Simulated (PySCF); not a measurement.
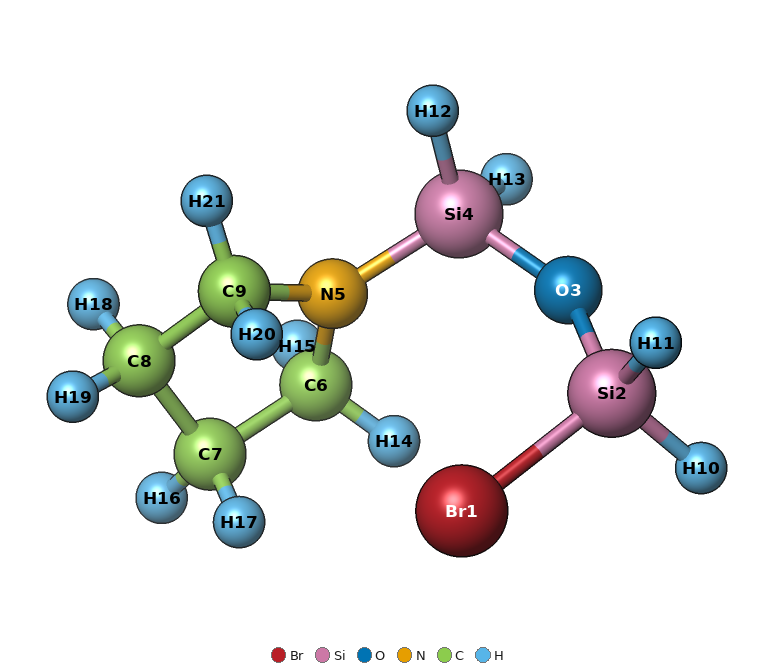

Computed geometry: PBE0-D3(BJ)/def2-SVP optimisation. No frequency run is at hand to confirm it as a minimum. Level of theory: delta-SCF UKS SCAN, pcX-2 on the ionised atom, pcseg-1 elsewhere, spin-free X2C (PySCF 2.14.0).

Give the core-electron binding energies (to vacuum; p and d levels without spin–orbit splitting) of Si2 1s, Si2 2p, O3 1s, Si4 1s, Si4 2p, N5 1s, C6 1s, C7 1s.

```
atom  level  binding energy (eV)
 Si2     1s               1848.1
 Si2     2p                108.3
  O3     1s                537.7
 Si4     1s               1847.2
 Si4     2p                107.4
  N5     1s                404.0
  C6     1s                291.3
  C7     1s                290.5
```
